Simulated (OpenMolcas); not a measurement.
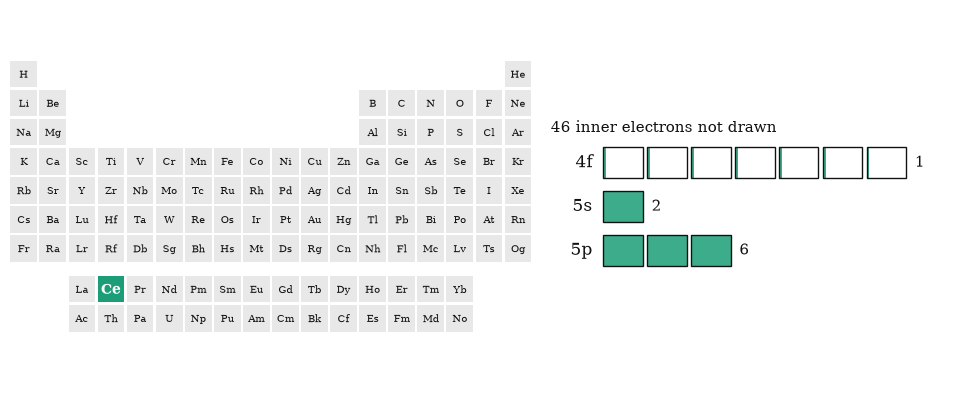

**Figure 1.** Left, the place of cerium in the periodic table; right, the outer shells of the leading configuration of the lowest level: a box for each of the 2l + 1 orbitals, shaded by the share of the shell that is filled, with the electron count at the right.

Multiconfigurational calculation for Ce³⁺ complex

System: Ce³⁺ with 6 ligands (F; tetragonal octahedron, 2.43 Å), neutralised by 6 outer point charges of +0.5 e, whose field is part of the energies.
Method: state-averaged SS-CASPT2, IPEA shift 0.25, imaginary shift 0.1 hartree, closed shells 5s 5p of the metal and the valence shells of the ligands correlated, active space 1 electron in the shell 4f, basis ANO-RCC-VDZP on the metal and ANO-RCC-VDZP on the ligands, DKH2 scalar Hamiltonian, spin-orbit coupling by RASSI with atomic mean-field integrals (OpenMolcas).

Output (extracts):
```
--- CASPT2 ---
Orbital specifications:
      -----------------------

      Symmetry species                           1   2
                                                ag  au
      Frozen orbitals                           17  12
      Inactive orbitals                         13  15
      Active orbitals                            0   7
      Secondary orbitals                        48  40
      Deleted orbitals                           0   0
      Number of basis functions                 78  74
Type of calculation                        SS-CASPT2
      Fock operator                              state-specific
      IPEA shift                                 0.25
      Real shift                                 0.00
      Imaginary shift                            0.10
      The input orbitals will be transformed to quasi-canonical
Reference energy:       -9451.9654683275
      E2 (Non-variational):      -1.5242473362
      Shift correction:          -0.0012936919
      E2 (Variational):          -1.5255410281
      Total energy:           -9453.4910093556
      Residual norm:              0.0000000912
      Reference weight:           0.71042
      Contributions to the CASPT2 correlation energy
      Active & Virtual Only:          0.0000000000
      One Inactive Excited:          -0.0293927169
      Two Inactive Excited:          -1.4948546194
Reference energy:       -9451.9633286201
      E2 (Non-variational):      -1.5239954163
      Shift correction:          -0.0012925086
      E2 (Variational):          -1.5252879250
      Total energy:           -9453.4886165451
      Residual norm:              0.0000001120
      Reference weight:           0.71054
      Contributions to the CASPT2 correlation energy
      Active & Virtual Only:          0.0000000000
      One Inactive Excited:          -0.0294475571
      Two Inactive Excited:          -1.4945478592
::    CASPT2 Root  1     Total energy:  -9453.49100936
::    CASPT2 Root  2     Total energy:  -9453.48861655
::    CASPT2 Root  3     Total energy:  -9453.48890299
::    CASPT2 Root  4     Total energy:  -9453.48890296
::    CASPT2 Root  5     Total energy:  -9453.48476272
::    CASPT2 Root  6     Total energy:  -9453.48476274
::    CASPT2 Root  7     Total energy:  -9453.48152741
```

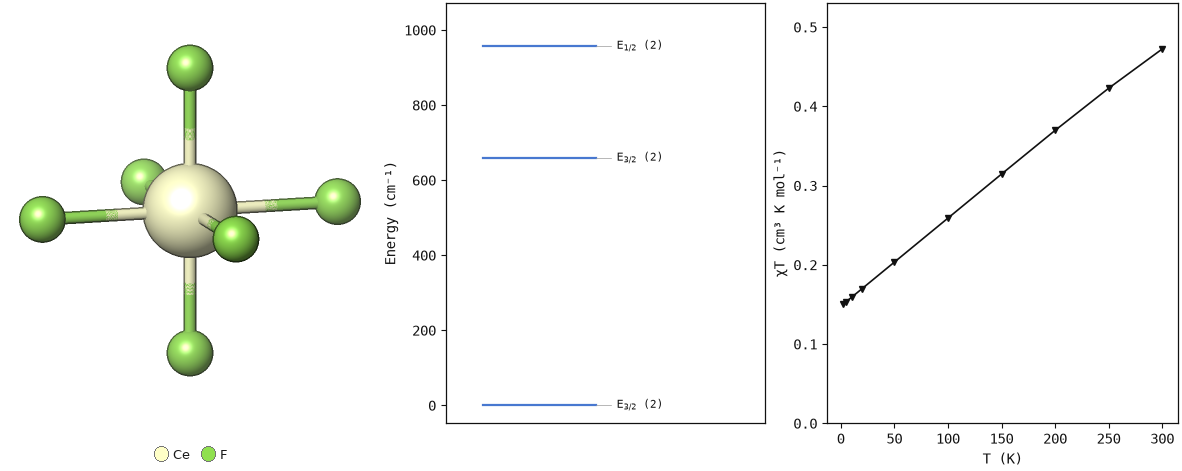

**Figure 2.** Ce³⁺ (4f) with 6 ligands, F⁻, at 2.43 Å (arrangement: tetragonal octahedron, D4h), axial distortion 0.94, neutralised by outer point charges of +0.5 e, and its levels and susceptibility. Labels give the representation in O, Td, D4 or D3 as the site allows (double group for half-integer spin) where it could be assigned and, in brackets, the degeneracy; spin-free states, where drawn, share the zero of the spin-orbit levels. Powder susceptibility by Van Vleck's formula. The ground level is E₃/₂, a Kramers doublet, 100 % from states of spin multiplicity 2, effective J = 2.51, with |mJ| = 3/2 the largest share (76 %). Its principal g values are 0.78, 1.44 and 1.44, easy-plane. The next level lies at 659 cm⁻¹ (E₃/₂). The lowest J multiplet spreads over 957 cm⁻¹. χT is 0.150 cm³ K mol⁻¹ at 2 K and 0.472 at 300 K, an effective moment of 1.94 μB.

The input:
```
&GATEWAY
Coord
7

Ce 0.0 0.0 0.0
F 2.430000 0.000000 0.000000
F 0.000000 2.430000 0.000000
F -2.430000 0.000000 0.000000
F 0.000000 -2.430000 0.000000
F 0.000000 0.000000 2.284200
F 0.000000 0.000000 -2.284200
Basis=Ce.ANO-RCC-VDZP,F.ANO-RCC-VDZP
Group=XYZ
NoMove
AngMom=0.0 0.0 0.0
AMFI
RICD
XField
3 Angstrom 0
4.830000 0.000000 0.000000 0.500000
0.000000 4.830000 0.000000 0.500000
0.000000 0.000000 4.684200 0.500000
&SEWARD
&RASSCF
FileOrb=start.orb
Symmetry=2
Spin=2
nActEl=1 0 0
Inactive=30 27
Ras2=0 7
CIRoot=7 7 1
SDav=7
CIMx=300
Iter=150 100
PrWF=0.3
OrbListing=Nothing
MaxOrb=0
LevShft=1.0
>>> COPY $Project.JobIph JOB001
&RASSI
NrOfJobIphs=1 7
1 2 3 4 5 6 7
IphNames
JOB001
EJob
SpinOrbit
DIPRint=1.0
SOCoupling=1000.0
Subsets=2
Property=9
'ANGMOM' 1 'ANGMOM' 2 'ANGMOM' 3 'MLTPL  1' 1 'MLTPL  1' 2 'MLTPL  1' 3
'AMFI' 1 'AMFI' 2 'AMFI' 3
SOProperty=3
'ANGMOM' 1 'ANGMOM' 2 'ANGMOM' 3
>>> COPY JOB001 $Project.JobIph
&CASPT2
Multistate=7 1 2 3 4 5 6 7
NoMult
Frozen=17 12
IPEA=0.25
Imaginary=0.1
MaxIter=60
WThr=0.0 0.3 0.05
PrWF=0.5
NoMix
```

The file start.orb holds starting orbitals from an earlier step. A driver script formed the levels outside the program, from RASSI's spin-orbit matrix and the CASPT2 energies (for multi-state variants, the effective Hamiltonian), averaged over the components of each term or state. The log and the time are those of the CASPT2 step.

Launched with:
```bash
OMP_NUM_THREADS=1 MOLCAS_MEM=2457 MOLCAS_PROJECT=a pymolcas a.inp > a.log  # once for each step of the input, in one work folder
```

Key numbers:

```
                                 quantity                                                                 value
                                  outcome                                                             converged
      energy of the lowest spin-free term                                                   −9453.49101 hartree
    energy of the lowest spin-orbit level                                                   −9453.49603 hartree
                CASPT2 correlation energy                                                       −1.5255 hartree
largest spread among components of a term                                                              0.0 cm⁻¹
                  lowest reference weight                                                                 0.710
                                 hardware  1 thread of Arm Neoverse V2, 24 GiB of memory available, shared host
                                wall time                                                                  21 s
                              peak memory                                                               0.6 GiB
```

Remarks:

To bear in mind: distances are set from ionic radii, not optimised.
